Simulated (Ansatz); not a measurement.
# BCCD(T)/STO-3G run of GeH2Cl− (SMILES [Cl][GeH2-])

What is the vertical singlet–triplet gap of GeH2Cl− at BCCD(T)/STO-3G? 

The calculation is run with Ansatz 0.2.0.

6 further runs of the same task are left out: 5 that didn't finish, 1 set aside as unsound or not needed.

## (1) Starting point

The species is GeH2Cl− (4 atoms), meant as a singlet with charge -1. SMILES: `[Cl][GeH2-]`. Geometry: a GFN2-xTB relaxation, a rough one for these elements and not checked as a minimum.

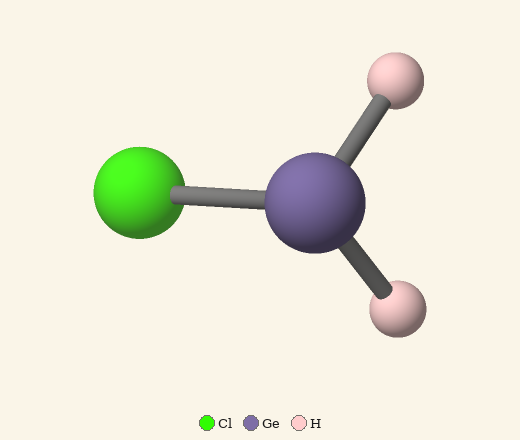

Viewed from a chosen angle; chlorine green, germanium purple, hydrogen pink.

## (2) The energy at BCCD(T)/STO-3G

job.yaml

```yaml
crystal:
  periodic: [false, false, false]
  atoms:
    - symbol: Cl
      position_ang: [-1.566020, 0.389730, 1.014420]
    - symbol: Ge
      position_ang: [0.036260, -0.806600, -0.163840]
    - symbol: H
      position_ang: [0.151880, 0.384060, -1.448900]
    - symbol: H
      position_ang: [1.377880, 0.032810, 0.598330]
basis:
  gaussian:
    orbitals: STO-3G
total_charge: -1
correlation:
  method: bccd_t
  frozen_orbitals: {Cl: 5, Ge: 9, H: 0}
accuracy: high
scf:
  omitted_lower_state_checks: [cluster_reference, increment]
```

Started as:

```bash
ansatz run job.yaml --threads 1 --pin off --max-ram 2610MiB --events-out events.jsonl --progress --plain --runs-dir runs
```

Standard output, cut to the lines that bear on the results:

```text
Warning: RAYON_NUM_THREADS=1 ignored (pool sized by the plan → 1); use --threads N
Functional definition: HF
  name "HF"
[...]
419 factors; integrals over basis functions are off by at most 4.7e-9 eV
[...]
mean field -68229.23897030 eV, -2507.3782847192 hartree, gradient 6.3e-8 eV, S^2 0.000000; 0 other end points of the search recorded, 0 dependent functions left out
14 core orbitals not correlated: weight in the atoms' cores, before any rotation towards them, 1.000 or more for the frozen orbitals, at most 0.000 for the correlated occupied ones
reference -68229.23897030 eV, -2507.3782847192 hartree; 12, 12 occupied and 3, 3 virtual orbitals, 419 factors
second order -1.09071272 eV of doubles, -0.00000000 eV of singles
cycle   1  -1.42892171 eV  change   -3.4e-1 eV  update   5.9e-2
[...]
cycle  19  -1.63653314 eV  change    1.8e-9 eV  update  9.1e-10
perturbative correction -0.00952308 eV, -0.0003499668 hartree
Total energy: -68230.88502652 eV, -2507.4387761696 hartree
Checks for a lower state left out: cluster_reference, increment
```

Wall time 0.36 s (1 thread of Arm Neoverse V1, shared host).

## (3) The triplet, same level

run.yaml

```yaml
crystal:
  periodic: [false, false, false]
  atoms:
    - {symbol: Cl, position_ang: [-1.566020, 0.389730, 1.014420]}
    - {symbol: Ge, position_ang: [0.036260, -0.806600, -0.163840]}
    - {symbol: H, position_ang: [0.151880, 0.384060, -1.448900]}
    - {symbol: H, position_ang: [1.377880, 0.032810, 0.598330]}
basis:
  gaussian: {orbitals: STO-3G}
total_charge: -1
magnetization: {spin_polarized: true, initial_magnetization: 2}
correlation: {method: bccd_t, frozen_orbitals: {Cl: 5, Ge: 9, H: 0}}
accuracy: high
scf: {omitted_lower_state_checks: [cluster_reference, increment]}
```

Started as:

```bash
ansatz run run.yaml --threads 1 --pin off --max-ram 2610MiB --events-out events.jsonl --progress --plain --runs-dir runs
```

Standard output, cut to the lines that bear on the results:

```text
Warning: RAYON_NUM_THREADS=1 ignored (pool sized by the plan → 1); use --threads N
[... 2 set-up lines as earlier in the session ...]
[...]
419 factors; integrals over basis functions are off by at most 4.7e-9 eV
[...]
mean field -68223.92866843 eV, -2507.1831347250 hartree, gradient 2.7e-8 eV, S^2 2.007884; 0 other end points of the search recorded, 0 dependent functions left out
14 core orbitals not correlated: weight in the atoms' cores, before any rotation towards them, 1.000 or more for the frozen orbitals, at most 0.000 for the correlated occupied ones
reference -68223.92866843 eV, -2507.1831347250 hartree; 13, 11 occupied and 2, 4 virtual orbitals, 419 factors
second order -0.85640169 eV of doubles, -0.00000000 eV of singles
cycle   1  -1.17113177 eV  change   -3.1e-1 eV  update   5.9e-2
[...]
cycle  32  -1.40042978 eV  change   -1.2e-9 eV  update  9.0e-10
perturbative correction -0.01703161 eV, -0.0006259002 hartree
Total energy: -68225.34612982 eV, -2507.2352254704 hartree
Checks for a lower state left out: cluster_reference, increment
```

Wall time 0.81 s (1 thread of Arm Neoverse V1, shared host).

## (4) Results

Level: BCCD(T)/STO-3G, 14 core orbitals frozen.

| quantity | value |
| --- | --- |
| singlet: total energy | -2507.43878 Eh |
| singlet: correlation energy (14 core orbitals frozen) | -60.5 mEh |
| singlet: (T) correction | -0.35 mEh |
| triplet: total energy | -2507.23523 Eh |
| triplet: correlation energy (14 core orbitals frozen) | -52.1 mEh |
| triplet: (T) correction | -0.63 mEh |
| triplet: ⟨S²⟩ of the reference determinant | 2.008 |
| vertical energy of the triplet above the singlet | 5.539 eV |

What this shows: At this shape the triplet lies 5.54 eV (128 kcal/mol) above the singlet. For an anion a state so high probably lies above electron detachment. In a minimal basis such a difference can be off by several eV, whatever the method. The triples (singlet) make up 0.6 % of the correlation energy. The triples (triplet) make up 1.2 % of the correlation energy.
